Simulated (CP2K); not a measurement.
**AlH3 (SMILES [AlH3]) at RI-MP2/ccGRB-D (density fitting, core potential, ngrids 4, wfc cutoff 150 Ry)**

What is the energy difference between two shapes of AlH3 at RI-MP2/ccGRB-D (density fitting, core potential, ngrids 4, wfc cutoff 150 Ry)? 

Program for the calculation: CP2K 2026.2.

3 further runs of the same task are left out: 3 set aside as unsound or not needed.

### 1 Starting point

AlH3 has 4 atoms, charge 0, and is taken as a singlet. SMILES: `[AlH3]`. The shape is that of a PBE0-D4/def2-TZVP optimisation.

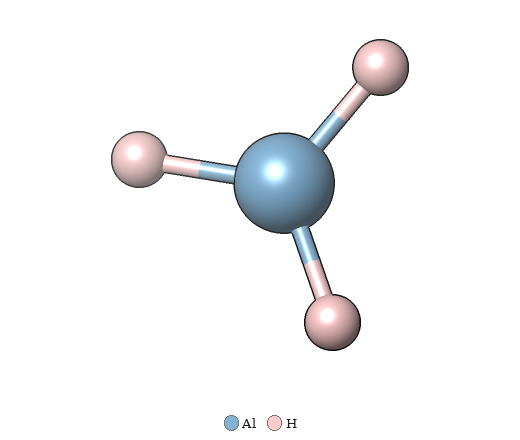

Viewed from a chosen angle; aluminium light blue, hydrogen pink.

### 2 A single-point energy at RI-MP2/ccGRB-D (density fitting, core potential, ngrids 4, wfc cutoff 150 Ry)

Input file molecule.pdb:

```
HETATM    1 Al   MOL A   1       0.014  -0.015  -0.005  1.00  0.00          AL
HETATM    2 H    MOL A   1       0.633   0.671   1.284  1.00  0.00           H
HETATM    3 H    MOL A   1      -1.341  -0.832   0.105  1.00  0.00           H
HETATM    4 H    MOL A   1       0.749   0.116  -1.404  1.00  0.00           H
END
```

Input file gas.inp:

```
&FORCE_EVAL
    METHOD Quickstep
    &DFT
        BASIS_SET_FILE_NAME BASIS_ccGRB_UZH
        POTENTIAL_FILE_NAME POTENTIAL_UZH
        AUTO_BASIS RI_AUX MEDIUM
        CHARGE 0
        MULTIPLICITY 1
        &QS
            METHOD GPW
            EPS_DEFAULT 1.0E-10
        &END QS
        &MGRID
            CUTOFF 350
            REL_CUTOFF 60
            NGRIDS 4
        &END MGRID
        &POISSON
            PERIODIC NONE
            POISSON_SOLVER ANALYTIC
        &END POISSON
        &SCF
            SCF_GUESS ATOMIC
            EPS_SCF 1.0E-06
            MAX_SCF 40
            &OT ON
                MINIMIZER DIIS
                PRECONDITIONER FULL_ALL
            &END OT
            &OUTER_SCF
                EPS_SCF 1.0E-06
                MAX_SCF 5
            &END OUTER_SCF
        &END SCF
        &XC
            &XC_FUNCTIONAL NONE
            &END XC_FUNCTIONAL
            &HF
                FRACTION 1
                &SCREENING
                    EPS_SCHWARZ 1.0E-09
                    SCREEN_ON_INITIAL_P F
                &END SCREENING
                &INTERACTION_POTENTIAL
                    POTENTIAL_TYPE COULOMB
                &END INTERACTION_POTENTIAL
                &MEMORY
                    MAX_MEMORY 1050
                &END MEMORY
            &END HF
            &WF_CORRELATION
                &RI_MP2
                &END RI_MP2
                MEMORY 900
                &INTEGRALS
                    ERI_METHOD GPW
                    &WFC_GPW
                        CUTOFF 150
                        REL_CUTOFF 35
                    &END WFC_GPW
                &END INTEGRALS
            &END WF_CORRELATION
        &END XC
        &PRINT
            &MOMENTS
                PERIODIC F
                REFERENCE COM
                MAX_MOMENT 1
            &END MOMENTS
            &MO_CUBES
                NLUMO 3
                NHOMO -1
                WRITE_CUBE F
            &END MO_CUBES
            &HIRSHFELD OFF
            &END HIRSHFELD
        &END PRINT
    &END DFT
    &SUBSYS
        &CELL
            ABC [angstrom] 10.7 10.1 11.3
            PERIODIC NONE
        &END CELL
        &TOPOLOGY
            COORD_FILE_NAME molecule.pdb
            COORD_FILE_FORMAT PDB
            CONN_FILE_FORMAT OFF
            &CENTER_COORDINATES
            &END CENTER_COORDINATES
        &END TOPOLOGY
        &KIND Al
            BASIS_SET ccGRB-D-q3
            POTENTIAL GTH-PBE0-q3
        &END KIND
        &KIND H
            BASIS_SET ccGRB-D-q1
            POTENTIAL GTH-PBE0-q1
        &END KIND
    &END SUBSYS
&END FORCE_EVAL

&GLOBAL
    PROJECT gas
    RUN_TYPE ENERGY
    PRINT_LEVEL MEDIUM
&END GLOBAL
```

Launch:

```sh
$ OMP_NUM_THREADS=1 cp2k.psmp -i gas.inp > gas.out 2>&1
```

The program printed, shortened:

```text
CP2K| version string:                                       CP2K version 2026.2
[...]
 GLOBAL| Method name                                                        CP2K
[...]
 GLOBAL| Run type                                                         ENERGY
[...]
 DFT| Spin restricted Kohn-Sham (RKS) calculation                            RKS
 DFT| Multiplicity                                                             1
[...]
 DFT| Charge                                                                   0
[...]
 QS| Method:                                                                 GPW
[...]
 QS| Density cutoff [a.u.]:                                                175.0
[...]
 QS| Relative density cutoff [a.u.]:                                        30.0
[...]
                             - Atoms:                                          4
[...]
                             - Spherical basis functions:                     28
[...]
 Number of electrons:                                                          6
[...]
     1 OT DIIS     0.15E+00    0.4     0.12207221        -3.4480962743 -3.45E+00
[...]
    11 OT DIIS     0.15E+00    0.3     0.00000026        -3.6514665723 -1.69E-11
  *** SCF run converged in    11 steps ***
[...]
  Overlap energy of the core charge distribution:               0.00000000775312
  Self energy of the core charge distribution:                 -9.72231403865248
  Core Hamiltonian energy:                                      2.49384779647656
  Hartree energy:                                               5.23767420541207
  Exchange-correlation energy:                                  0.00000000000000
  Hartree-Fock Exchange energy:                                -1.66067454324837
  Total energy:                                                -3.65146657225910
[...]
                     Mulliken Population Analysis
 #  Atom  Element  Kind  Atomic population                           Net charge
       1     AL       1          2.573174                              0.426826
       2     H        2          1.142321                             -0.142321
       3     H        2          1.142270                             -0.142270
       4     H        2          1.142235                             -0.142235
 # Total charge                              6.000000                  0.000000
[...]
  Dipole moment [Debye]
    X=  0.2102034E-02 Y=  0.1823687E-03 Z= -0.9607700E-04  Total=      0.0021121
[...]
 HOMO - LUMO gap [eV] :   12.316232
[...]
 ENERGY| Total FORCE_EVAL ( QS ) energy [hartree]             -3.725083306952830
[...]
```

Wall time 19 s (1 thread of Intel Xeon 6975P-C (Granite Rapids), shared host); peak memory 0.76 GiB.

### 3 The distorted shape

Input file molecule.pdb:

```
HETATM    1 Al   MOL A   1       0.068  -0.011  -0.082  1.00  0.00          AL
HETATM    2 H    MOL A   1       0.629   0.655   1.132  1.00  0.00           H
HETATM    3 H    MOL A   1      -1.357  -0.939   0.121  1.00  0.00           H
HETATM    4 H    MOL A   1       0.821   0.375  -1.344  1.00  0.00           H
END
```

Changes to gas.inp since step 2:

```diff
@@ -1,3 +1,9 @@
+&GLOBAL
+    PROJECT gas
+    RUN_TYPE ENERGY
+    PRINT_LEVEL MEDIUM
+&END GLOBAL
+
 &FORCE_EVAL
-    METHOD Quickstep
+    METHOD QUICKSTEP
     &DFT
@@ -8,2 +14,3 @@
         MULTIPLICITY 1
+        # Quickstep
         &QS
@@ -12,2 +19,3 @@
         &END QS
+        # plane-wave cutoff in Ry
         &MGRID
@@ -17,2 +25,3 @@
         &END MGRID
+        # isolated system
         &POISSON
@@ -34,2 +43,3 @@
         &END SCF
+        # functional
         &XC
@@ -37,2 +47,3 @@
             &END XC_FUNCTIONAL
+            # exact exchange
             &HF
@@ -50,2 +61,3 @@
             &END HF
+            # correlation from orbitals
             &WF_CORRELATION
@@ -79,4 +91,5 @@
     &SUBSYS
+        # box in angstrom
         &CELL
-            ABC [angstrom] 10.7 10.1 11.3
+            ABC [angstrom] 10.8 10.2 11.1
             PERIODIC NONE
@@ -100,7 +113 @@
 &END FORCE_EVAL
-
-&GLOBAL
-    PROJECT gas
-    RUN_TYPE ENERGY
-    PRINT_LEVEL MEDIUM
-&END GLOBAL
```

Launch:

```sh
$ OMP_NUM_THREADS=1 cp2k.psmp -i gas.inp -o gas.out
```

The program printed, shortened:

```text
CP2K| version string:                                       CP2K version 2026.2
[...]
 GLOBAL| Method name                                                        CP2K
[...]
 GLOBAL| Run type                                                         ENERGY
[...]
 DFT| Spin restricted Kohn-Sham (RKS) calculation                            RKS
 DFT| Multiplicity                                                             1
[...]
 DFT| Charge                                                                   0
[...]
 QS| Method:                                                                 GPW
[...]
 QS| Density cutoff [a.u.]:                                                175.0
[...]
 QS| Relative density cutoff [a.u.]:                                        30.0
[...]
                             - Atoms:                                          4
[...]
                             - Spherical basis functions:                     28
[...]
 Number of electrons:                                                          6
[...]
     1 OT DIIS     0.15E+00    0.3     0.11829602        -3.4467276284 -3.45E+00
[...]
    11 OT DIIS     0.15E+00    0.3     0.00000022        -3.6419057630 -1.48E-11
  *** SCF run converged in    11 steps ***
[...]
  Overlap energy of the core charge distribution:               0.00000003354512
  Self energy of the core charge distribution:                 -9.72231403865248
  Core Hamiltonian energy:                                      2.52527306451073
  Hartree energy:                                               5.22318403122082
  Exchange-correlation energy:                                  0.00000000000000
  Hartree-Fock Exchange energy:                                -1.66804885360341
  Total energy:                                                -3.64190576297921
[...]
                     Mulliken Population Analysis
 #  Atom  Element  Kind  Atomic population                           Net charge
       1     AL       1          2.564302                              0.435698
       2     H        2          1.142996                             -0.142996
       3     H        2          1.156787                             -0.156787
       4     H        2          1.135915                             -0.135915
 # Total charge                              6.000000                 -0.000000
[...]
 HOMO - LUMO gap [eV] :   12.108627
[...]
 ENERGY| Total FORCE_EVAL ( QS ) energy [hartree]             -3.715959387058032
[...]
```

Run time: 17 s. Hardware: 1 thread of Intel Xeon 6975P-C (Granite Rapids), shared host; peak memory 0.74 GiB.

### 4 Outcome

At RI-MP2/ccGRB-D (density fitting, core potential, ngrids 4, wfc cutoff 150 Ry):

| quantity | value |
| --- | --- |
| first shape: total energy | -3.72508 Eh |
| first shape: dipole moment (of the density that the program reports) | 0.00 D |
| first shape: HOMO energy (Hartree–Fock orbitals) | -11.79 eV |
| first shape: LUMO energy (Hartree–Fock orbitals) | 0.53 eV |
| first shape: HOMO–LUMO gap (Hartree–Fock orbitals) | 12.32 eV |
| first shape: correlation energy | -73.6 mEh |
| distorted shape: total energy | -3.71596 Eh |
| distorted shape: dipole moment (of the density that the program reports) | 0.40 D |
| distorted shape: HOMO energy (Hartree–Fock orbitals) | -11.56 eV |
| distorted shape: LUMO energy (Hartree–Fock orbitals) | 0.55 eV |
| distorted shape: HOMO–LUMO gap (Hartree–Fock orbitals) | 12.11 eV |
| distorted shape: correlation energy | -74.1 mEh |
| energy change with the atoms displaced | 0.248 eV |

**Reading.** With the atoms displaced the energy rises by 0.25 eV (24.0 kJ/mol). The first shape isn't relaxed at this level, so the change isn't measured from a minimum.
